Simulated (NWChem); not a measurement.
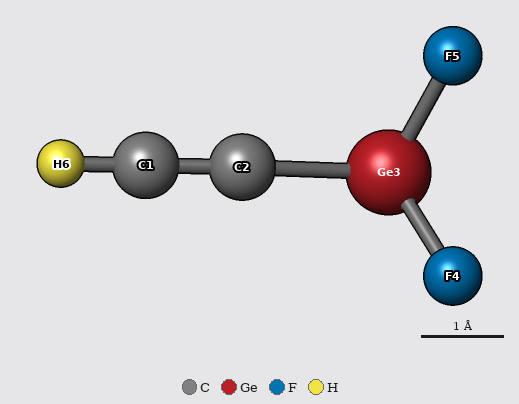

**Figure 1.** The structure as given in the input (ball-and-stick view, seen on its broad side; atoms are numbered from 1 in the order of the input). Sticks mark near contacts.

## Single-point calculation, with input and output: C₂HF₂Ge (charge +1)

C₂HF₂Ge, charge +1, computed with MP2/6-31G*, RHF (NWChem 7.3.0).

The geometry is that of the parent species in another charge or spin state. The geometry comes from this level: PBE0-D4/def2-TZVP.

Input
```python
from ase import Atoms
from ase.calculators.nwchem import NWChem

atoms = Atoms(['C', 'C', 'Ge', 'F', 'F', 'H'], positions=[
    [-0.190100, 0.518400, 1.692900],
    [-0.131400, 0.204200, 0.530300],
    [-0.289600, -0.139700, -1.323100],
    [-0.276600, -1.850600, -1.565100],
    [1.142900, 0.424100, -2.108200],
    [-0.213200, 0.779700, 2.727000],
])

calc = NWChem(
    label='struct',
    theory='mp2',
    memory='2200 mb',
    basis='6-31G*',
    basispar='spherical bse',
    charge=1,
    scf={'nopen': '0', 'rhf': None, 'thresh': '1e-08', 'maxiter': '80', 'print': 'low'},
    mp2={'freeze': 'core 13', 'tight': None},
    task='energy',
)
atoms.calc = calc

print("Total energy (eV):", round(atoms.get_potential_energy(), 6))
```

File struct.nwi
```
title "struct"

permanent_dir struct

scratch_dir struct

start struct

geometry units angstrom nocenter noautosym noautoz
  C  -1.9009999999999999e-01 5.1839999999999997e-01 1.6929000000000001e+00
  C  -1.3139999999999999e-01 2.0419999999999999e-01 5.3029999999999999e-01
  Ge -2.8960000000000002e-01 -1.3969999999999999e-01 -1.3230999999999999e+00
  F  -2.7660000000000001e-01 -1.8506000000000000e+00 -1.5650999999999999e+00
  F  1.1429000000000000e+00 4.2409999999999998e-01 -2.1082000000000001e+00
  H  -2.1320000000000000e-01 7.7969999999999995e-01 2.7269999999999999e+00
end

charge 1

memory 2200 mb

basis spherical bse noprint
   * library 6-31G*
end

scf
  nopen 0
  rhf
  thresh 1e-08
  maxiter 80
  print low
end
mp2
  freeze core 13
  tight
end

task mp2 energy
```

Launched with:
```bash
export ASE_NWCHEM_COMMAND="nwchem PREFIX.nwi > PREFIX.nwo"
python run.py
```

The program's output
```
Total energy (eV): -63966.387493
```

Summary

| quantity | value |
| --- | --- |
| outcome | converged |
| total energy | −2350.721402 hartree |
| SCF energy | −2349.883676 hartree |
| correlation energy | −0.837726 hartree |
| basis functions | 90 |
| hardware | 1 thread of Intel Xeon (Sapphire Rapids), 32 GiB of memory available, shared host |
| wall time | 34 s |
| peak memory | 0.26 GiB |
